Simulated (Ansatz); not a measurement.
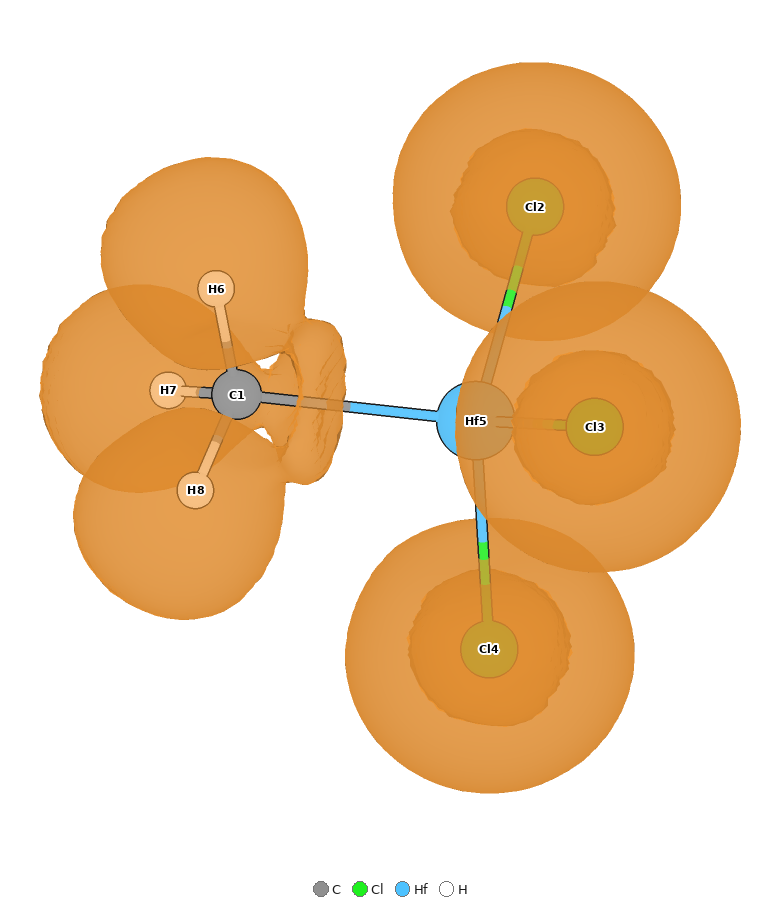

Figure 1: CH₃Cl₃Hf (SMILES [CH3][Hf]([Cl])([Cl])[Cl]). Isosurface of the electron localisation function at 0.75 (orange), seen at an oblique angle. Only the valence region is drawn (cores and ρ < 0.01 e/Å³ removed).

Geometry: PBE0-D4/def2-SVP; core potentials replace the inner electrons of Hf.

Theory: isolated molecule in a Gaussian basis; Kohn-Sham density functional theory, functional PBE0 in Ansatz.

The calculation's input:

```
crystal:
  periodic: [false, false, false]
  atoms:
    - symbol: C
      position_ang: [-0.097983, -0.003294, -1.388534]
    - symbol: Cl
      position_ang: [-0.753355, 3.499726, -1.319988]
    - symbol: Cl
      position_ang: [1.875446, 1.745999, 1.009504]
    - symbol: Cl
      position_ang: [2.502958, 1.938971, -2.860689]
    - symbol: Hf
      position_ang: [0.932400, 1.888574, -1.127083]
    - symbol: H
      position_ang: [-0.875518, -0.138218, -0.615505]
    - symbol: H
      position_ang: [-0.587295, -0.051653, -2.377762]
    - symbol: H
      position_ang: [0.608162, -0.849599, -1.314620]
basis:
  gaussian: {orbitals: def2-TZVPD}
hamiltonian: {xc: {name: PBE0}}
output: {forces: true, orbitals: {seedname: orbitals}}
```

Command:

```sh
ansatz run input.yaml --threads 2 --pin off --max-ram 5220MiB --events-out events.jsonl --progress --plain --runs-dir runs
```

Identify the bonds, lone pairs and shells in this picture.

The surface consists of three regions wrapped around Cl (the valence shell of each) and one joined region spread over several atoms (C, H), in which their bonds and any lone pairs are merged. Along the contacts the grid gives the following. C–Hf (2.17 Å): the ELF peaks at about 0.95 in the valence shell of C, 0.7 Å from its nucleus, and is about 0.55 at the midpoint. Hf–Cl (2.34 Å): the ELF peaks at about 0.85 in the valence shell of Cl, 0.8 Å from its nucleus, and is about 0.35 at the midpoint.
